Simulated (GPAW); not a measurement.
# Hf2NS2 MXene monolayer: work function by functional and basis, part 2 of 2

Wanted: work functions and dipole of Hf2NS2 MXene monolayer, with the cost of each level.

GPAW 26.7.0; GPAW, PAW setups; layer in a repeated cell with vacuum, relaxation of atoms and in-plane cell (the session's first sound run).

So far, upper work function (eV): step 3 (the slab's potential, PBE, GPAW) 5.54; step 4 (RPBE) 5.44.

## Step 5: Self-consistent run: xc = "vdW-DF2"

Level of this step: GPAW, PAW setups; slab in vacuum (GPAW).

The same geometry under vdW-DF2, to see how far the functional moves the levels against the vacuum (the van der Waals functionals take revPBE setups).

The input, run.py:

```python
import json
import numpy as np
from ase import Atoms
from gpaw import GPAW, PW

slab = Atoms(
    ['S', 'Hf', 'N', 'Hf', 'S'],
    positions=[
        [0.00000, 1.95896, 7.00000],
        [1.69652, 0.97948, 8.56495],
        [0.00000, -0.00000, 9.84956],
        [0.00000, 1.95896, 11.13418],
        [1.69652, 0.97948, 12.69914]],
    cell=[[3.39303, -0.0, 0.0], [-1.69652, 2.93846, 0.0], [0.0, 0.0, 19.6991]],
    pbc=[True, True, False])

slab.calc = GPAW(mode=PW(500), xc='vdW-DF2', kpts={'size': (12, 12, 1), 'gamma': True},
                 occupations={'name': 'fermi-dirac', 'width': 0.05}, nbands='160%',
                 convergence={'density': 1e-05}, maxiter=200,
                 poissonsolver={'dipolelayer': 'xy'},
                 symmetry={'tolerance': 1e-3}, txt='slab.txt')
result = {}
energy = slab.get_potential_energy()
fermi = slab.calc.get_fermi_level()
v = slab.calc.get_electrostatic_potential().mean((0, 1)) - fermi
n = slab.calc.get_pseudo_density().mean((0, 1))
L = slab.cell[2, 2]
z = np.arange(len(v)) * L / len(v)
low, high = slab.positions[:, 2].min(), slab.positions[:, 2].max()
below, above = np.interp([low - 4.8, high + 4.8], z, v)
slopes = [np.interp(x, z, np.gradient(v, z)) for x in (low - 4.8, high + 4.8)]
eps = np.array([[slab.calc.get_eigenvalues(k, s) for k in range(len(slab.calc.get_ibz_k_points()))]
                for s in range(slab.calc.get_number_of_spins())]) - fermi
top, bottom = eps[eps < 0].max(), eps[eps > 0].min()
dipole = slab.get_dipole_moment()[2]
print(f'energy {energy:.4f} eV, Fermi level {fermi:.4f} eV, dipole {dipole:.5f} e A')
print(f'potential 4.8 A off the faces, from the Fermi level: lower {below:.4f} eV, upper {above:.4f} eV')
print(f'slope of the potential there: lower {slopes[0]:.5f}, upper {slopes[1]:.5f} eV/A')
print(f'nearest levels on the mesh: {top:.4f} and {bottom:.4f} eV')
print('magnetic moment', round(slab.get_magnetic_moment(), 3))
result.update(energy=energy, fermi=fermi, dipole=dipole, below=below, above=above, slopes=slopes, edges=[top, bottom],
              z=z.tolist(), v=v.tolist(), n=n.tolist(), positions=slab.positions.tolist(),
              forces=slab.get_forces(apply_constraint=False).tolist(), moments=slab.get_magnetic_moments().tolist())
json.dump(result, open('result.json', 'w'))
```

The run is started by

```
$ OMP_NUM_THREADS=1 OPENBLAS_NUM_THREADS=1 python run.py
```

Log:

```text
energy -391.9054 eV, Fermi level 0.4632 eV, dipole 0.00036 e A
potential 4.8 A off the faces, from the Fermi level: lower 5.8794 eV, upper 5.8698 eV
slope of the potential there: lower -0.00030, upper 0.00030 eV/A
nearest levels on the mesh: -0.0116 and 0.0113 eV
magnetic moment 0.0
```

It took 1.7 min on 1 thread of Arm Neoverse V1, shared host; peak memory 0.43 GiB.

Numbers from this step:

```yaml
levels_nearest_the_fermi_level_on_the_mesh: -0.01157, 0.01131 eV from the Fermi level
upper_work_function: 5.870 eV
lower_work_function: 5.879 eV
```

The electrostatic potential energy of an electron (without an applied field's), less the Fermi level, planar mean oscillates, so the rows of the table below give means over windows of 1.69 Å about each position, cut where the curve ends. Its maxima inside the range that stand out by 2 % of the span (Å: eV): 7.7: -6.02, 9.4: -7.19, 10.3: -7.19, 12.0: -6.02. Its minima: 7.0: -16.0, 8.5: -21.0, 9.8: -11.9, 11.2: -21.0, 12.7: -16.0.

The electrostatic potential energy of an electron (without an applied field's), less the Fermi level, planar mean by z; means over each step:

```
z (Å)  electrostatic potential energy of an electron (without an applied field's), less the Fermi level, planar mean (eV)
 0.84                                                                                                                5.88
 2.54                                                                                                                5.88
 4.23                                                                                                                5.86
 5.92                                                                                                                2.20
 7.61                                                                                                               -11.7
 9.30                                                                                                               -12.5
10.99                                                                                                               -13.8
12.68                                                                                                               -7.95
14.37                                                                                                                5.21
16.05                                                                                                                5.87
17.75                                                                                                                5.87
19.44                                                                                                                5.87
```

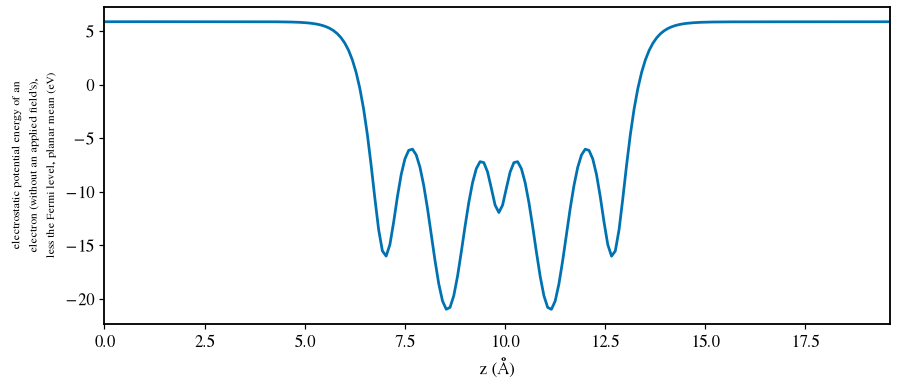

Electrostatic potential energy of an electron (without an applied field's), less the Fermi level, planar mean, plotted against z.

The upper face's work function is 5.870 eV, against 5.542 eV in the first plane-wave PBE run at this geometry.

## Step 6: OptPBE vdW: xc = "optPBE-vdW"

The same geometry under optPBE-vdW, to see how far the functional moves the levels against the vacuum (the van der Waals functionals take revPBE setups).

Changes to run.py since step 5:

```diff
@@ -16,3 +16,3 @@
 
-slab.calc = GPAW(mode=PW(500), xc='vdW-DF2', kpts={'size': (12, 12, 1), 'gamma': True},
+slab.calc = GPAW(mode=PW(500), xc='optPBE-vdW', kpts={'size': (12, 12, 1), 'gamma': True},
                  occupations={'name': 'fermi-dirac', 'width': 0.05}, nbands='160%',
```

Log:

```text
energy -85.8746 eV, Fermi level 0.4824 eV, dipole 0.00035 e A
potential 4.8 A off the faces, from the Fermi level: lower 5.7586 eV, upper 5.7491 eV
slope of the potential there: lower -0.00027, upper 0.00027 eV/A
nearest levels on the mesh: -0.0219 and 0.0147 eV
magnetic moment 0.0
```

Wall time 1.8 min (1 thread); peak memory 0.43 GiB.

Numbers from this step:

* dipole along the normal: 3.54e-4 e·Å
* levels nearest the Fermi level on the mesh: -0.02190, 0.01471 eV from the Fermi level
* upper work function: 5.749 eV
* lower work function: 5.759 eV

The upper face's work function is 5.749 eV, against 5.542 eV in the first plane-wave PBE run at this geometry.

## Step 7: Self-consistent run: xc = "revPBE"

The same geometry under revPBE, to see how far the functional moves the levels against the vacuum.

Changes to run.py since step 6:

```diff
@@ -16,3 +16,3 @@
 
-slab.calc = GPAW(mode=PW(500), xc='optPBE-vdW', kpts={'size': (12, 12, 1), 'gamma': True},
+slab.calc = GPAW(mode=PW(500), xc='revPBE', kpts={'size': (12, 12, 1), 'gamma': True},
                  occupations={'name': 'fermi-dirac', 'width': 0.05}, nbands='160%',
```

Log:

```text
energy -37.1373 eV, Fermi level 0.7005 eV, dipole 0.00036 e A
potential 4.8 A off the faces, from the Fermi level: lower 5.4523 eV, upper 5.4428 eV
slope of the potential there: lower -0.00025, upper 0.00025 eV/A
nearest levels on the mesh: -0.0244 and 0.0146 eV
magnetic moment 0.0
```

The job ended after 89 s (1 thread; peak memory 0.26 GiB).

This step gave:

| Property | Result |
| --- | --- |
| dipole along the normal | 3.55e-4 e·Å |
| levels nearest the Fermi level on the mesh | -0.02438, 0.01460 eV from the Fermi level |
| upper work function | 5.443 eV |
| lower work function | 5.452 eV |

The upper face's work function is 5.443 eV, against 5.542 eV in the first plane-wave PBE run at this geometry.

## Step 8: Self-consistent run: xc = "LDA"

The same geometry under LDA, to see how far the functional moves the levels against the vacuum.

Changes to run.py since step 7:

```diff
@@ -16,3 +16,3 @@
 
-slab.calc = GPAW(mode=PW(500), xc='revPBE', kpts={'size': (12, 12, 1), 'gamma': True},
+slab.calc = GPAW(mode=PW(500), xc='LDA', kpts={'size': (12, 12, 1), 'gamma': True},
                  occupations={'name': 'fermi-dirac', 'width': 0.05}, nbands='160%',
```

Log:

```text
energy -42.7855 eV, Fermi level 0.3141 eV, dipole 0.00036 e A
potential 4.8 A off the faces, from the Fermi level: lower 5.8101 eV, upper 5.8006 eV
slope of the potential there: lower -0.00026, upper 0.00026 eV/A
nearest levels on the mesh: -0.0447 and 0.0234 eV
magnetic moment 0.0
```

Wall time 87 s (1 thread); peak memory 0.26 GiB.

This step gave:

| Property | Result |
| --- | --- |
| levels nearest the Fermi level on the mesh | -0.04471, 0.02338 eV from the Fermi level |
| upper work function | 5.801 eV |
| lower work function | 5.810 eV |

The upper face's work function is 5.801 eV, against 5.542 eV in the first plane-wave PBE run at this geometry.

## Step 9: Real-space grid: mode = "fd"

A real-space grid is a second complete basis, so it checks the plane-wave result.

Changes to run.py since step 8:

```diff
@@ -3,3 +3,3 @@
 from ase import Atoms
-from gpaw import GPAW, PW
+from gpaw import GPAW
 
@@ -16,3 +16,3 @@
 
-slab.calc = GPAW(mode=PW(500), xc='LDA', kpts={'size': (12, 12, 1), 'gamma': True},
+slab.calc = GPAW(mode='fd', h=0.18, xc='PBE', kpts={'size': (12, 12, 1), 'gamma': True},
                  occupations={'name': 'fermi-dirac', 'width': 0.05}, nbands='160%',
```

Log:

```text
energy -39.3712 eV, Fermi level -5.5470 eV, dipole 0.00051 e A
potential 4.8 A off the faces, from the Fermi level: lower 5.5517 eV, upper 5.5422 eV
slope of the potential there: lower -0.00003, upper 0.00003 eV/A
nearest levels on the mesh: -0.0212 and 0.0133 eV
magnetic moment 0.0
```

The job ended after 2.7 min (1 thread; peak memory 0.6 GiB).

This step gave:

- dipole along the normal: 5.14e-4 e·Å
- levels nearest the Fermi level on the mesh: -0.02119, 0.01330 eV from the Fermi level
- upper work function: 5.542 eV
- lower work function: 5.552 eV

The electrostatic potential energy of an electron (without an applied field's), less the Fermi level, planar mean oscillates, so the rows of the table below give means over windows of 1.73 Å about each position, cut where the curve ends. Its maxima inside the range that stand out by 2 % of the span (Å: eV): 7.7: -5.84, 9.4: -6.93, 10.3: -6.93, 12.0: -5.85. Its minima: 7.0: -16.1, 8.6: -20.6, 9.8: -11.7, 11.1: -20.6, 12.7: -16.1.

Table of electrostatic potential energy of an electron (without an applied field's), less the Fermi level, planar mean by z; means over each step:

```
z (Å)  electrostatic potential energy of an electron (without an applied field's), less the Fermi level, planar mean (eV)
 0.86                                                                                                                5.55
 2.59                                                                                                                5.55
 4.32                                                                                                                5.53
 6.05                                                                                                               0.360
 7.78                                                                                                               -12.4
 9.51                                                                                                               -10.6
11.24                                                                                                               -13.2
12.97                                                                                                               -6.11
14.70                                                                                                                5.33
16.43                                                                                                                5.54
18.16                                                                                                                5.54
```

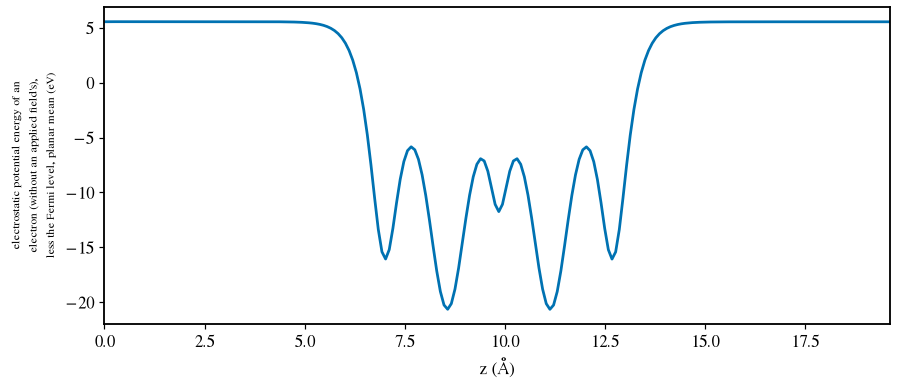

Electrostatic potential energy of an electron (without an applied field's), less the Fermi level, planar mean against z.

The upper face's work function is 5.542 eV, against 5.542 eV in the first plane-wave PBE run at this geometry.

## Step 10: Atomic orbitals: mode = "lcao"

Atom-centred orbitals end a few angstrom from the surface, which tests how much the density's tail matters.

Changes to run.py since step 9:

```diff
@@ -16,4 +16,4 @@
 
-slab.calc = GPAW(mode='fd', h=0.18, xc='PBE', kpts={'size': (12, 12, 1), 'gamma': True},
-                 occupations={'name': 'fermi-dirac', 'width': 0.05}, nbands='160%',
+slab.calc = GPAW(mode='lcao', basis='dzp', h=0.18, xc='PBE', kpts={'size': (12, 12, 1), 'gamma': True},
+                 occupations={'name': 'fermi-dirac', 'width': 0.05}, nbands='120%',
                  convergence={'density': 1e-05}, maxiter=200,
```

Log:

```text
energy -37.8584 eV, Fermi level -5.5984 eV, dipole 0.00051 e A
potential 4.8 A off the faces, from the Fermi level: lower 5.6031 eV, upper 5.5936 eV
slope of the potential there: lower -0.00000, upper 0.00000 eV/A
nearest levels on the mesh: -0.0369 and 0.0194 eV
magnetic moment 0.0
```

Elapsed: 3.8 min, on 1 thread; peak memory 0.31 GiB.

Numbers from this step:

```
levels nearest the Fermi level on the mesh : -0.03694, 0.01936 eV from the Fermi level
upper work function                        : 5.594 eV
lower work function                        : 5.603 eV
```

The electrostatic potential energy of an electron (without an applied field's), less the Fermi level, planar mean oscillates, so the rows of the table below give means over windows of 1.73 Å about each position, cut where the curve ends. Its maxima inside the range that stand out by 2 % of the span (Å: eV): 7.7: -5.94, 9.4: -7.04, 10.3: -7.04, 12.0: -5.94. Its minima: 7.0: -16.1, 8.6: -20.7, 9.8: -11.9, 11.1: -20.7, 12.7: -16.1.

Electrostatic potential energy of an electron (without an applied field's), less the Fermi level, planar mean against z; means over each step:

```
z (Å)  electrostatic potential energy of an electron (without an applied field's), less the Fermi level, planar mean (eV)
 0.86                                                                                                                5.60
 2.59                                                                                                                5.60
 4.32                                                                                                                5.58
 6.05                                                                                                               0.418
 7.78                                                                                                               -12.5
 9.51                                                                                                               -10.7
11.24                                                                                                               -13.3
12.97                                                                                                               -6.09
14.70                                                                                                                5.40
16.43                                                                                                                5.59
18.16                                                                                                                5.59
```

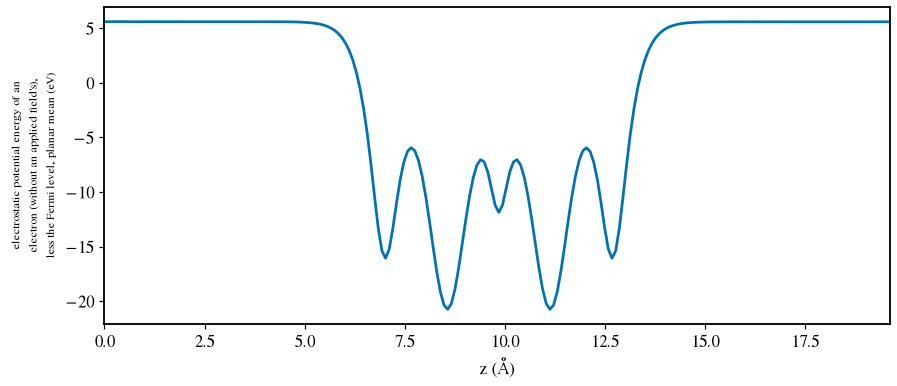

Electrostatic potential energy of an electron (without an applied field's), less the Fermi level, planar mean, plotted against z.

The upper face's work function is 5.594 eV, against 5.542 eV in the first plane-wave PBE run at this geometry.

## Step 11: The ladder

Times are for 1 thread of Arm Neoverse V1, shared host. Results by setting:

```
no.         run  upper work function (eV)  lower work function (eV)     time  memory (GiB)
  1          pw                     5.542                     5.551     89 s          0.26
  2        RPBE                     5.442                     5.452     89 s          0.26
  3     vdW DF2                     5.870                     5.879  1.7 min          0.43
  4  optPBE vdW                     5.749                     5.759  1.8 min          0.43
  5      revPBE                     5.443                     5.452     89 s          0.26
  6         LDA                     5.801                     5.810     87 s          0.26
  7          fd                     5.542                     5.552  2.7 min           0.6
  8        lcao                     5.594                     5.603  3.8 min          0.31
```

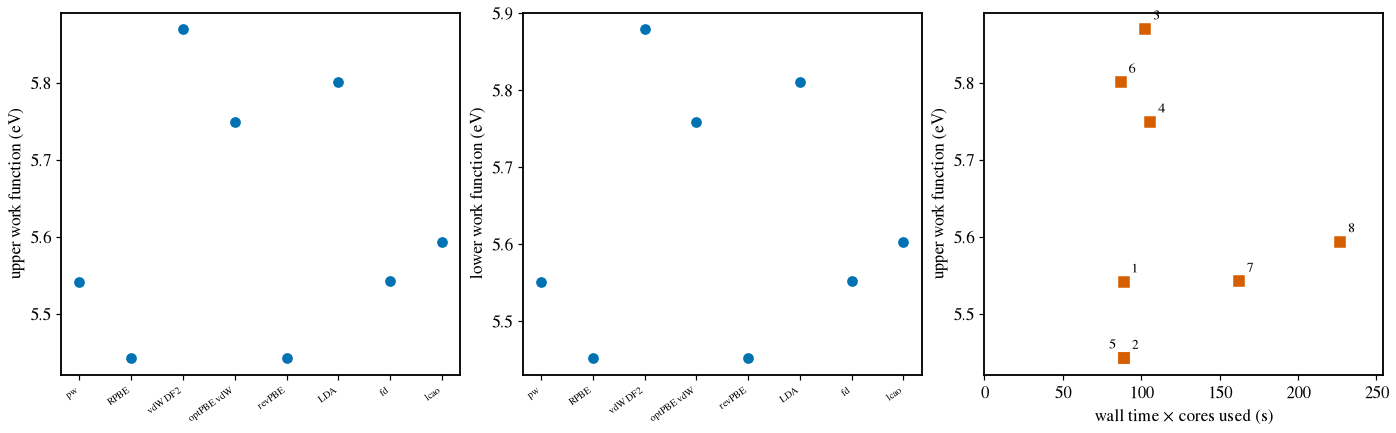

The series as plots; the last panel sets the first result against cost, with the runs numbered as in the table.

## Step 12: Side by side

Results and costs are gathered.

This step: comparison of work functions, dipole and cost (GPAW 26.7.0).

Ladder, by row:

```
      step  code  work function, upper (eV)  work function, lower (eV)  dipole (e Å)  wall time (s)  peak memory (GiB)  threads
        pw  GPAW                      5.542                      5.551       3.55e-4          88.85               0.26        1
      RPBE  GPAW                      5.442                      5.452       3.55e-4          88.95               0.26        1
   vdW-DF2  GPAW                       5.87                      5.879       3.55e-4          102.6               0.43        1
optPBE-vdW  GPAW                      5.749                      5.759       3.54e-4          105.5               0.43        1
    revPBE  GPAW                      5.443                      5.452       3.55e-4          88.85               0.26        1
       LDA  GPAW                      5.801                       5.81       3.55e-4          86.81               0.26        1
        fd  GPAW                      5.542                      5.552       5.14e-4          162.5                0.6        1
      lcao  GPAW                      5.594                      5.603       5.14e-4            227               0.31        1
```

## Step 13: Outcome

| Quantity | Value |
| --- | --- |
| work function, upper and lower face | 5.542 and 5.551 eV |
| dipole along the normal | 3.6e-4 e Å, near the numerical noise |

In words: With plane waves and PBE the work function is 5.54 eV on the upper face and 5.55 eV on the lower. Over the sound runs of the table the upper face's work function spans 5.442 (RPBE) to 5.870 eV (vdW-DF2). The starting lattice was a guess from atomic radii; the relaxation moved it by 5 %. The small printed dipole stands for a step of -6.4 meV from the lower to the upper face, and the probes find -9.5 meV; values this small are near the numerical noise of both. The cell holds an odd number of electrons, so without spin polarisation it must come out metallic and without a moment, whatever its true state. The layer's cell and atoms come from the relaxation; spin-orbit coupling and temperature are left out.

[Logs are printed without paths, hosts, clocks, repeated set-up lines and the standing remarks that a program may print on its own settings, such as how far it seeks lower states.]

[Hosts, paths, dates, database ids (printed as entryN), source tags and the programs' standing remarks are cut or masked in the printed files.]
